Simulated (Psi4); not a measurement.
**CHF2S (SMILES F[C](F)S): levels of theory compared**

Wanted: a comparison of 4 runs (UHF/3-21G, UTPSS/6-31G**, UB3LYP/6-311+G**, UCCSD(T)/6-31G) of CHF2S. 

The results are computed with Psi4 1.11.

4 further runs of the same task are left out: 4 set aside as unsound or not needed.

## (1) The system as given

The species is CHF2S (5 atoms), meant as a doublet with charge 0. SMILES: `F[C](F)S`. Geometry: relaxed at GFN2-xTB. This is one conformer, not always the lowest.

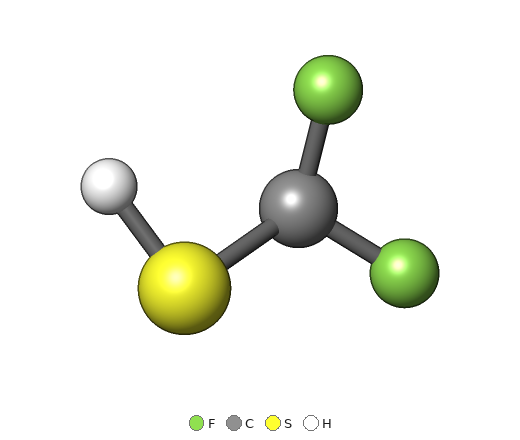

The structure, seen from a chosen angle (fluorine green, carbon grey, sulfur yellow, hydrogen white).

## (2) A single-point energy at UHF/3-21G (run 1)

chf2s.py reads:

```python
import psi4

psi4.set_memory('1600 MB')
psi4.set_num_threads(1)
psi4.core.set_output_file('run.log', False)

geom = psi4.geometry("""
0 2
F
C 1 1.341545
F 2 1.33182 1 109.50562
S 2 1.747746 3 115.58665 1 -134.81298
H 4 1.335546 2 93.01503 3 174.57089
units angstrom
symmetry c1
""")

psi4.set_options({
    'reference': 'uhf',
    'puream': True,
    'e_convergence': 1e-09,
    'd_convergence': 1e-08,
    'scf_type': 'pk',
    'maxiter': 200,
})

e_tot, wfn = psi4.energy("hf/3-21G", return_wfn=True)
psi4.oeprop(wfn, "MAYER_INDICES", "WIBERG_LOWDIN_INDICES", "QUADRUPOLE")
print('E =', round(e_tot, 9))
```

Command:

```bash
python chf2s.py
```

run.log:

```text
[...]
  Running in c1 symmetry.
[...]
  Nuclear repulsion =  160.364336381842890
[...]
  Multiplicity = 2
[...]
  Nalpha       = 21
  Nbeta        = 20
[...]
    Number of basis functions: 42
[...]
   @UHF iter   1:  -631.42627475180029   -4.09885e-01   9.26670e-03 DIIS/ADIIS
[...]
   @UHF iter  15:  -631.51875252151376   -2.72848e-12   7.85350e-09 DIIS
[...]
   @S^2 Observed:                7.575214918E-01
[...]
    Orbital Energies [Eh]
    ---------------------
    Alpha Occupied:
       1A    -91.356284     2A    -26.215206     3A    -26.212232
       4A    -11.404301     5A     -8.962380     6A     -6.637682
       7A     -6.635230     8A     -6.631860     9A     -1.697583
      10A     -1.628208    11A     -1.107451    12A     -0.902711
      13A     -0.784724    14A     -0.775822    15A     -0.755789
      16A     -0.688690    17A     -0.643968    18A     -0.607310
      19A     -0.551572    20A     -0.469959    21A     -0.374835
    Alpha Virtual:
      22A      0.151844    23A      0.215609    24A      0.348913
      25A      0.399927    26A      0.634276    27A      0.676864
[...]
  @UHF Final Energy:  -631.51875252151376
   => Energetics <=
    Nuclear Repulsion Energy =            160.3643363818428895
    One-Electron Energy =               -1194.4068401841773266
    Two-Electron Energy =                 402.5237512808208749
    Total Energy =                       -631.5187525215136475
  UHF NO Occupations:
  HONO-2 :   19  A 1.9991912
  HONO-1 :   20  A 1.9982962
[...]
 Multipole Moments:
 ------------------------------------------------------------------------------------
     Multipole            Electronic (a.u.)      Nuclear  (a.u.)        Total (a.u.)
 ------------------------------------------------------------------------------------
 L = 1.  Multiply by 2.5417464519 to convert [e a0] to [Debye]
 Dipole X            :         -1.2374593            1.2291508           -0.0083084
 Dipole Y            :         -2.5208353            3.3151399            0.7943047
 Dipole Z            :         -0.9495392            0.9242528           -0.0252863
 Magnitude           :                                                    0.7947505
 L = 2.  Multiply by 1.3450342976 to convert [e a0^2] to [Debye ang]
 Quadrupole XX       :        -65.5883320           43.4605721          -22.1277599
 Quadrupole XY       :        -62.3154433           62.3351355            0.0196921
[...]
```

The script printed:

```text
E = -631.518752522
```

It took 1.9 s on 1 thread of AMD EPYC 7B13 (Zen 3), shared host; peak memory 0.18 GiB.

## (3) Energy and gradient at UTPSS/6-31G(d,p) (spherical functions) (run 2)

calc.dat reads:

```
memory 1600 mb

molecule system {
  0 2
  F      2.00297741     0.15936060     1.78902262
  C      0.44956585    -0.92995312     0.10756321
  F     -0.38053415    -3.12086380     1.02680159
  S     -1.84575220     0.99429830    -1.28420118
  H     -0.22627581     2.89717692    -1.63916734
  units au
  symmetry c1
}

set basis 6-31G**
set reference uks
set puream true
set e_convergence 1e-09
set d_convergence 1e-08
set scf_type pk
set dft_radial_points 99
set dft_spherical_points 590
set maxiter 200

E, wfn = gradient('tpss', return_wfn=True)
```

Command:

```bash
psi4 calc.dat calc.out -n 1
```

calc.out:

```text
[...]
  Running in c1 symmetry.
[...]
  Nuclear repulsion =  160.364331053924843
[...]
  Multiplicity = 2
[...]
  Nalpha       = 21
  Nbeta        = 20
[...]
    Number of basis functions: 65
[...]
   @UKS iter   1:  -636.47338491045900   -8.84074e-02   5.05838e-03 ADIIS/DIIS
[...]
   @UKS iter  13:  -636.52393405187092   -1.25056e-12   6.93696e-09 DIIS
[...]
   @S^2 Observed:                7.525262031E-01
[...]
    Orbital Energies [Eh]
    ---------------------
    Alpha Occupied:
       1A    -88.385451     2A    -24.459537     3A    -24.454184
       4A    -10.172907     5A     -7.770615     6A     -5.752306
       7A     -5.748317     8A     -5.740942     9A     -1.199049
      10A     -1.142045    11A     -0.753879    12A     -0.600592
      13A     -0.512955    14A     -0.482595    15A     -0.464622
      16A     -0.394996    17A     -0.378882    18A     -0.360604
      19A     -0.346110    20A     -0.269411    21A     -0.167049
    Alpha Virtual:
      22A     -0.023194    23A      0.040090    24A      0.109660
      25A      0.140760    26A      0.287707    27A      0.311869
[...]
  @UKS Final Energy:  -636.52393405187092
   => Energetics <=
    Nuclear Repulsion Energy =            160.3643310539248432
    One-Electron Energy =               -1199.1692571360620150
    Two-Electron Energy =                 454.7538599484861379
    DFT Exchange-Correlation Energy =     -52.4728679182199187
    Empirical Dispersion Energy =           0.0000000000000000
    VV10 Nonlocal Energy =                  0.0000000000000000
    Total Energy =                       -636.5239340518709241
[...]
 Multipole Moments:
 ------------------------------------------------------------------------------------
     Multipole            Electronic (a.u.)      Nuclear  (a.u.)        Total (a.u.)
 ------------------------------------------------------------------------------------
 L = 1.  Multiply by 2.5417464519 to convert [e a0] to [Debye]
 Dipole X            :          1.1384245           -1.0834471            0.0549774
 Dipole Y            :         -2.2811758            2.7369921            0.4558163
 Dipole Z            :          1.9463626           -2.1656932           -0.2193306
 Magnitude           :                                                    0.5088191
[...]
  -Total Gradient:
     Atom            X                  Y                   Z
    ------   -----------------  -----------------  -----------------
       1       -0.004814346886    -0.007914131596    -0.008386197989
       2       -0.022354353374     0.009331027337     0.004839578886
       3        0.010194879927     0.008880302563    -0.002122726229
       4        0.020922985333    -0.006402161247     0.003582979445
       5       -0.003940446627    -0.003871597615     0.002120359979
[...]
```

It took 45 s on 1 thread of AMD EPYC 7B13 (Zen 3), shared host; peak memory 0.8 GiB.

Run 3 isn't shown in full; the table further down has it.

## (4) The energy at UCCSD(T)/6-31G (DKH3) (run 4)

chf2s.xyz reads:

```xyz
5
CHF2S
F      1.059930     0.084330     0.946710
C      0.237900    -0.492110     0.056920
F     -0.201370    -1.651490     0.543360
S     -0.976730     0.526160    -0.679570
H     -0.119740     1.533120    -0.867410
```

chf2s.py reads:

```python
import psi4

psi4.set_memory(1600000000)
psi4.set_num_threads(1)
psi4.core.set_output_file('chf2s.out', False)

with open('chf2s.xyz') as f:
    atoms = ''.join(f.readlines()[2:])
mol = psi4.geometry('0 2\n' + atoms + 'symmetry c1\nno_reorient\nno_com')

psi4.set_options({
    'reference': 'uhf',
    'scf_type': 'pk',
    'freeze_core': True,
    'relativistic': 'dkh',
    'dkh_order': 3,
})

E = psi4.energy('ccsd(t)/6-31G')
print(f'ccsd(t)/6-31G energy: {E:.10f} Eh')
```

Command:

```bash
python chf2s.py
```

chf2s.out:

```text
[...]
  Running in c1 symmetry.
[...]
  Nuclear repulsion =  160.364331056783385
[...]
  Multiplicity = 2
[...]
  Nalpha       = 21
  Nbeta        = 20
[...]
    Number of basis functions: 42
[...]
   @UHF iter   1:  -635.66654235364115   -3.34172e-01   9.36379e-03 DIIS/ADIIS
[...]
   @UHF iter  16:  -635.76519047099998   -6.82121e-13   6.13703e-09 DIIS
[...]
   @S^2 Observed:                7.584911241E-01
[...]
    Orbital Energies [Eh]
    ---------------------
    Alpha Occupied:
       1A    -92.308674     2A    -26.381314     3A    -26.379780
       4A    -11.476745     5A     -9.076709     6A     -6.717027
       7A     -6.715040     8A     -6.711678     9A     -1.720158
      10A     -1.649739    11A     -1.116086    12A     -0.921984
      13A     -0.798214    14A     -0.789661    15A     -0.768132
      16A     -0.706043    17A     -0.660575    18A     -0.618423
      19A     -0.557838    20A     -0.479711    21A     -0.384696
    Alpha Virtual:
      22A      0.140597    23A      0.195462    24A      0.308928
      25A      0.343455    26A      0.471409    27A      0.491570
[...]
  @UHF Final Energy:  -635.76519047099998
   => Energetics <=
    Nuclear Repulsion Energy =            160.3643310567833851
    One-Electron Energy =               -1199.1221163382158466
    Two-Electron Energy =                 402.9925948104324789
    Total Energy =                       -635.7651904709999826
  UHF NO Occupations:
  HONO-2 :   19  A 1.9990022
  HONO-1 :   20  A 1.9981316
[...]
 Multipole Moments:
 ------------------------------------------------------------------------------------
     Multipole            Electronic (a.u.)      Nuclear  (a.u.)        Total (a.u.)
 ------------------------------------------------------------------------------------
 L = 1.  Multiply by 2.5417464519 to convert [e a0] to [Debye]
 Dipole X            :         12.5305183          -12.4589266            0.0715917
 Dipole Y            :         14.1149092          -13.4272978            0.6876114
 Dipole Z            :         -4.3773857            3.8014109           -0.5759748
 Magnitude           :                                                    0.8998232
[...]
      * MP2 total energy                      = -636.131840371541330
[...]
      * CCSD total energy                     = -636.148340778189208
[...]
      * CCSD(T) total energy                     = -636.156138504801334
```

On the terminal:

```text
ccsd(t)/6-31G energy: -636.1561385048 Eh
```

Run time: 9.3 s. Hardware: 1 thread of AMD EPYC 7B13 (Zen 3), shared host; peak memory 0.2 GiB.

## (5) All runs side by side

```tsv
run	level	task	integration grid	energy (Eh)	dipole moment (D)	HOMO energy (eV)	LUMO energy (eV)	wall time
1	UHF/3-21G	energy	–	-631.518753	2.02	-10.20	3.17	1.9 s
2	UTPSS/6-31G** (spherical functions)	gradient	99 radial × 590 angular	-636.523934	1.29	-4.55	-2.23	45 s
3	UB3LYP/6-311+G**	gradient	99 radial × 590 angular	-636.613027	1.84	-6.17	-2.38	29 s
4	UCCSD(T)/6-31G (DKH3)	energy	–	-636.156139	–	-10.47	2.94	9.3 s
```

## (6) What came out

| quantity | value |
| --- | --- |
| run 4: total energy | -636.15614 Eh |
| run 4: HOMO energy (Hartree–Fock orbitals) (highest over α and β) | -10.47 eV |
| run 4: LUMO energy (Hartree–Fock orbitals) (lowest over α and β) | 2.94 eV |
| run 4: correlation energy (8 core orbitals frozen) | -390.9 mEh |
| run 4: (T) correction | -7.80 mEh |
| run 4: ⟨S²⟩ of the reference determinant | 0.758 |
| run 4: T1 diagnostic | 0.021 |

What this shows: Over runs 1, 2, 3 the dipole moment (its size) runs from 1.29 D (UTPSS/6-31G**) to 2.02 D (UHF/3-21G). The two ends differ in method and basis. Totals of different functionals can't be ranked against each other. Some runs of one species differ in core potentials or relativity; totals across that change don't compare. All runs together took 86 s, the longest 45 s.
